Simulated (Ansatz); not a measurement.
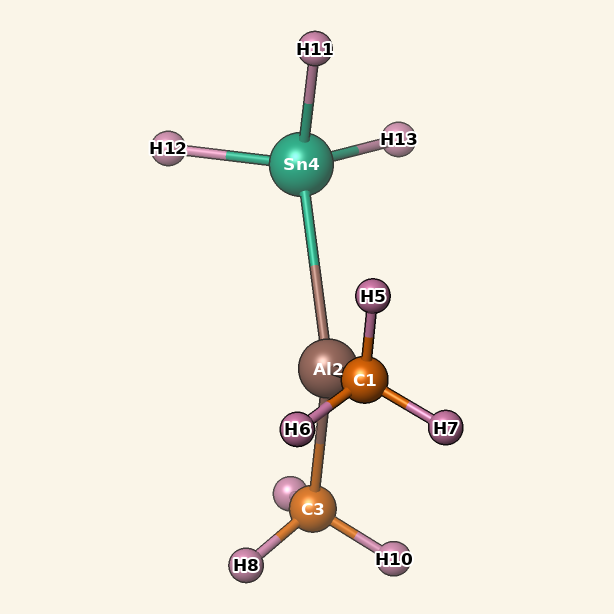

Al2 lies behind C1. The molecule seen a little off the C1–Al2 bond, C1 in front. Distant atoms are faded towards the background colour. The geometry was computed by an optimisation with PBE-D4/def2-SVP. No frequency run is at hand to confirm it as a minimum.

Question: What is the torsion angle H5–C1–Al2–Sn4? The sign is positive where the front bond must turn clockwise to cover the back bond.

Answer: 0°, synperiplanar (eclipsed).
